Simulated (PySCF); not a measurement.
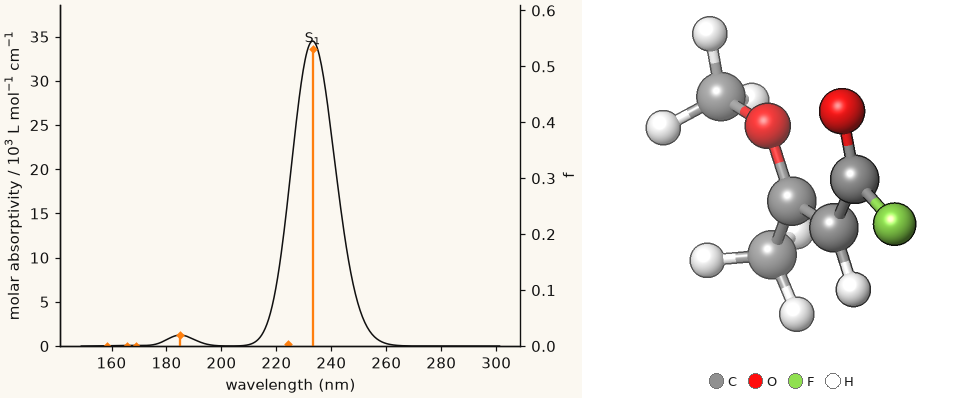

Computed absorption of C₅H₇FO₂, SMILES CO/C(C)=C\C(=O)F. Vertical TDDFT excitations, CAM-B3LYP/def2-SVPD (IEF-PCM benzene) with PySCF, at a PBE0-D3(BJ)/def2-SVP geometry (no frequency check). Only the first 6 singlet excitations are included; each is broadened by a Gaussian of 1/e half-width 0.25 eV. Sticks give oscillator strengths (right axis).

**Where is the maximum of the broadened curve, and how high is it?**

At about 5.3 eV (233 nm), with ε near 34000 L mol⁻¹ cm⁻¹.

**Which of the computed transitions is the brightest, and what character does the calculation give it?**

S1 at 5.32 eV (233 nm), f = 0.531, mainly HOMO → LUMO (98 %).

**Where is the lowest singlet, and is it bright?**

S1 lies at 5.32 eV (233 nm) with f = 0.531, mainly HOMO → LUMO (98 %); it is bright.

Known limits of this run: one conformer of a flexible molecule; core orbitals are frozen in the response.
